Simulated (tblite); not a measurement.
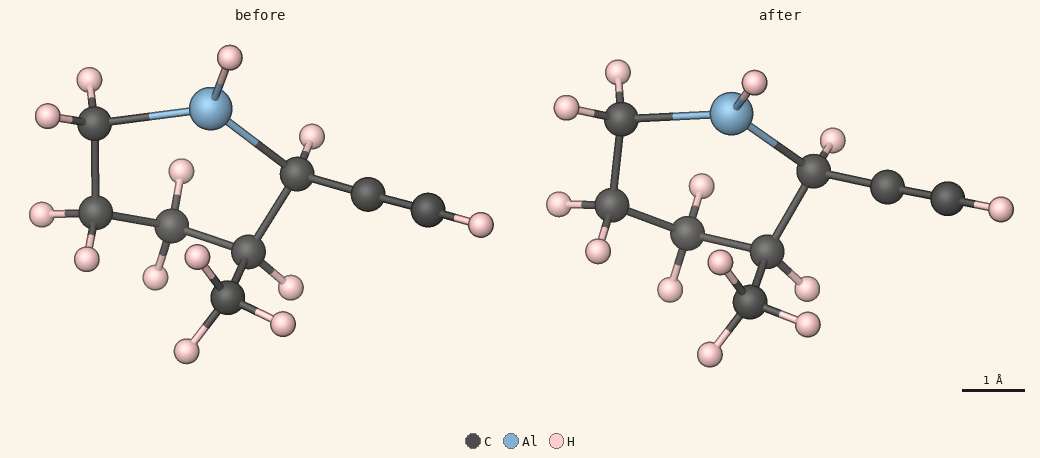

The structure of C8H13Al before (left) and after (right) a relaxation, at one scale.

The picture is a ball-and-stick view, seen at a tilt.

Computed with GFN2-xTB geometry optimisation, gas phase in tblite. 

Describe what moved and what it gained.

The largest move after the best rigid fit is that of an H atom, 0.51 Å. By element the largest moves are H 0.51 Å, Al 0.23 Å, C 0.18 Å. Among the contacts that change: Al–C 2.903 → 3.132 Å, Al–H 1.591 → 1.542 Å, C–C 1.494 → 1.541 Å, C–H 1.128 → 1.088 Å. Bond angles that change, for instance: Al–C–H 104.7° → 118.5°, H–C–H 115.5° → 104.9°, C–Al–H 121.7° → 129.8°. After 87 geometry steps the energy has fallen by 54.0 kJ/mol.
